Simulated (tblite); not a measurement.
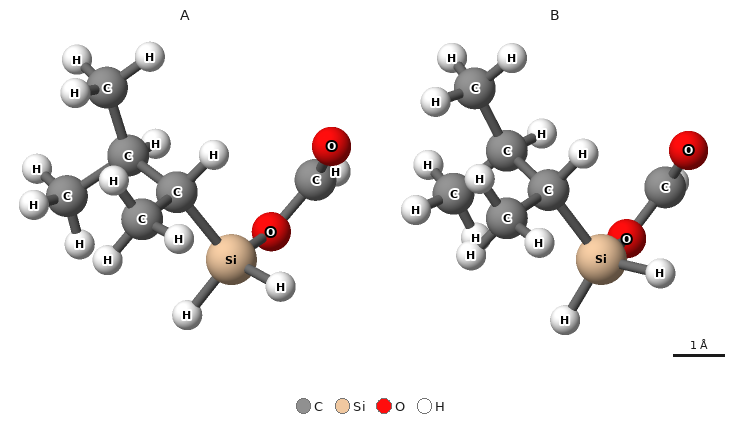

Two geometries of C6H14O2Si, drawn at one scale. One is the start of a relaxation, the other its converged end. Style: ball-and-stick. Shown from a free direction.

These are results of tblite, GFN2-xTB geometry optimisation, gas phase, not measurements. 

Which one is relaxed?

Answer. Structure B is the relaxed one. The energy falls by 0.254 eV in 161 geometry steps. The atom that moves furthest after the best rigid fit is an H atom (0.74 Å). Largest moves by element: H 0.74 Å, C 0.50 Å, O 0.49 Å, Si 0.22 Å. Among the contacts that change: C–O 1.360 → 1.306 Å, C–O 1.221 → 1.195 Å, H–Si 1.477 → 1.458 Å, C–C 1.559 → 1.543 Å. Among the angles between lasting bonds that change: O–Si–H 108.0° → 96.9°, C–Si–H 108.0° → 115.7°, H–Si–H 107.8° → 112.6°.
